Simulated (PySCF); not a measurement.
**One shape, several levels: triplet BF**

We compute a comparison of 6 runs (UPBE/STO-3G, USVWN5/STO-3G, NEVPT2(4,4)/STO-3G, UCISD/STO-3G, ROCCSD(T)/STO-3G, UCCSD(T)/STO-3G) of triplet BF. Input form: a Python script.

Program for the calculation: PySCF 2.14.0.

### 1 The molecule

BF has 2 atoms, charge 0, and is taken as a triplet. As SMILES of the parent species, `[B]F`. The shape is that of a PBE0-D4/def2-TZVP optimisation. That shape belongs to the parent species and isn't relaxed for this state.

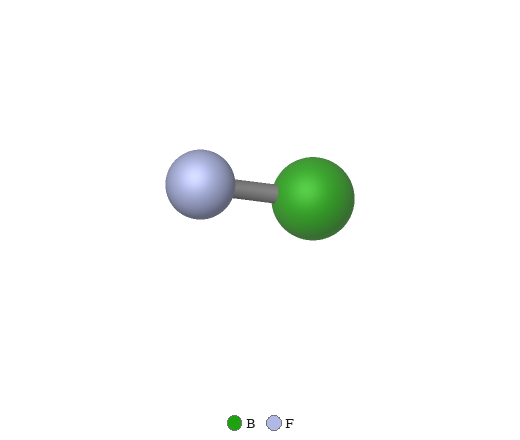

The structure, seen from a chosen angle (boron green, fluorine light blue).

### 2 A single-point energy at UPBE/STO-3G (run 1)

File run.py:

```python
from pyscf import gto, dft

mol = gto.Mole()
mol.atom = [
    ('B', (0.000000, -0.000000, -0.009350)),
    ('F', (-0.000000, 0.000000, 1.253740)),
]
mol.max_memory = 1860
mol.verbose = 4
mol.spin = 2
mol.basis = 'sto-3g'
mol.build()

myscf = dft.UKS(mol, xc='pbe')
myscf.grids.level = 5
myscf.conv_tol = 1e-10
myscf.kernel()
if not myscf.converged:
    myscf = myscf.newton().run(myscf.mo_coeff, myscf.mo_occ)

e_tot = myscf.e_tot
print('E(%s) = %.9f' % ('PBE', e_tot))
```

The run is started by

```
$ OMP_NUM_THREADS=1 python run.py
```

Standard output:

```text
PySCF version 2.14.0

[... 56 lines left out ...]
[... the frontier-level lines of each cycle are left out ...]
[... 11 lines left out ...]
[... 11 lines left out ...]
[... 11 lines left out ...]
[... 1 line left out ...]
cycle= 7 E= -122.604724980245  delta_E= -1.68e-09  |g|= 5.5e-07  |ddm|= 5.9e-05


cycle= 8 E= -122.604724980246  delta_E= -1.28e-12  |g|= 1.07e-07  |ddm|= 1.17e-05


Extra cycle  E= -122.604724980247  delta_E= -7.67e-13  |g|= 1.36e-07  |ddm|= 1.09e-05
converged SCF energy = -122.604724980247  <S^2> = 2.0070206  2S+1 = 3.0046767
E(PBE) = -122.604724980
```

Wall time 1.9 s (1 thread of Intel Xeon Platinum 8375C at 2.90GHz (Ice Lake), shared host); peak memory 0.16 GiB.

### 3 A single-point energy at USVWN5/STO-3G (run 2)

File input.py:

```python
from pyscf import gto, dft

mol = gto.M(
    atom='''
B      0.000000     0.000000    -0.017669
F      0.000000     0.000000     2.369225
''',
    basis='sto-3g',
    unit='bohr',
    verbose=3,
    max_memory=1860,
    spin=2,
)

ks = dft.UKS(mol, xc='svwn')
ks.conv_tol = 1e-10
ks.grids.level = 5
ks.kernel()
if not ks.converged:
    ks = ks.newton().run(ks.mo_coeff, ks.mo_occ)

e_final = ks.e_tot
print(f'total energy: {e_final:.8f} hartree')
```

The run is started by

```
$ OMP_NUM_THREADS=1 python input.py
```

Standard output:

```text
WARN: HOMO 0.0164648095551336 >= LUMO -0.17885495063724

WARN: HOMO 0.0809770462060423 >= LUMO -0.0426753293660525

WARN: HOMO 0.0686612893719905 >= LUMO -0.0215408111080371

WARN: HOMO 0.0677973738501434 >= LUMO -0.0166067726148721

WARN: HOMO 0.0678757328643148 >= LUMO -0.015226838079337

WARN: HOMO 0.0681721834060207 >= LUMO -0.0146985925121964

WARN: HOMO 0.068263226373004 >= LUMO -0.0146943578572503

WARN: HOMO 0.0680370001327607 >= LUMO -0.0146913778734138

WARN: HOMO 0.0674700383651223 >= LUMO -0.0149578791259102

[... 12 lines left out ...]
WARN: HOMO 0.0676552091068892 >= LUMO -0.0149542761854273
[... 13 lines left out ...]
WARN: HOMO 0.0669490418231098 >= LUMO -0.0149597234646806
[... 13 lines left out ...]
WARN: HOMO 0.0675481070126183 >= LUMO -0.0149650283913952
[... 13 lines left out ...]
WARN: HOMO 0.0677137280334454 >= LUMO -0.0149596851875512
[... 13 lines left out ...]
WARN: HOMO 0.0674168554291775 >= LUMO -0.0149606362334004
[... 1 line left out ...]
WARN: HOMO 0.0665838506665012 >= LUMO -0.0149630802095732

WARN: HOMO 0.0674151645605203 >= LUMO -0.0149643421885164

WARN: HOMO 0.0674315973702977 >= LUMO -0.0149588543534396

WARN: HOMO 0.0669938741649639 >= LUMO -0.0149559315606691

WARN: HOMO 0.0670670885947332 >= LUMO -0.0149561719135894

WARN: HOMO 0.0674280553416316 >= LUMO -0.0149589425255133

SCF not converged.
SCF energy = -121.800720606377 after 50 cycles  <S^2> = 2.0101102  2S+1 = 3.0067326

WARN: HOMO 0.0672885242743925 >= LUMO -0.0138178386362544

WARN: HOMO 0.06942623714656142 > LUMO -0.014959427534887503 was found in the canonicalized orbitals.

converged SCF energy = -121.800833062653  <S^2> = 2.0068477  2S+1 = 3.0045616
total energy: -121.80083306 hartree
```

Run time: 4.8 s. Hardware: 1 thread of Intel Xeon Platinum 8375C at 2.90GHz (Ice Lake), shared host; peak memory 0.15 GiB.

Runs 3 to 5 aren't shown in full; the table further down has their settings and results.

### 4 The energy at UCCSD(T)/STO-3G (run 6)

File job.py:

```python
from pyscf import gto, scf, cc

mol = gto.M(
    atom='''
B      0.000000     0.000000    -0.017669
F      0.000000     0.000000     2.369225
''',
    verbose=3,
    unit='bohr',
    basis='sto-3g',
    spin=2,
    max_memory=1860,
)

mf = scf.UHF(mol)
mf.conv_tol = 1e-10
mf.kernel()
if not mf.converged:
    mf = mf.newton().run(mf.mo_coeff, mf.mo_occ)

mycc = cc.CCSD(mf, frozen=2)
mycc.kernel()
e_t = mycc.ccsd_t()
etot = mycc.e_tot + e_t
print('E = %.10f Eh' % etot)
```

The run is started by

```
$ OMP_NUM_THREADS=1 python job.py
```

Standard output:

```text
WARN: HOMO 0.216087124996896 >= LUMO -0.220071361834484

converged SCF energy = -122.264773445784  <S^2> = 2.0100484  2S+1 = 3.0066915
E(UCCSD) = -122.3107909779886  E_corr = -0.04601753220470603
UCCSD(T) correction = -0.00392195479371526
E = -122.3147129328 Eh
```

Wall time 0.71 s (1 thread of Intel Xeon Platinum 8375C at 2.90GHz (Ice Lake), shared host); peak memory 0.1 GiB.

### 5 The series

```csv
run,level,integration grid,frozen core orbitals,energy (Eh),dipole moment (D) of the reference,⟨S²⟩,wall time
1,UPBE/STO-3G,5,–,-122.604725,0.05,2.007,1.9 s
2,USVWN5/STO-3G,5,–,-121.800833,0.11,2.007,4.8 s
3,"NEVPT2(4,4)/STO-3G",–,2,-122.307533,0.74,–,0.76 s
4,UCISD/STO-3G,–,2,-122.311463,0.71,2.010,0.62 s
5,ROCCSD(T)/STO-3G,–,2,-122.314725,0.74,2.000,0.7 s
6,UCCSD(T)/STO-3G,–,2,-122.314713,0.71,2.010,0.71 s
```

### 6 Results

| quantity | value |
| --- | --- |
| run 6: total energy | -122.31471 Eh |
| run 6: dipole moment (Hartree–Fock density) | 0.71 D |
| run 6: HOMO energy (Hartree–Fock orbitals) (highest over α and β) | -4.71 eV |
| run 6: LUMO energy (Hartree–Fock orbitals) (lowest over α and β) | 6.75 eV |
| run 6: correlation energy (2 core orbitals frozen) | -49.9 mEh |
| run 6: (T) correction | -3.92 mEh |
| run 6: ⟨S²⟩ | 2.010 |
| run 6: T1 diagnostic | 0.021 |

Totals of different functionals can't be ranked against each other. All runs together took 9.5 s, the longest 4.8 s.
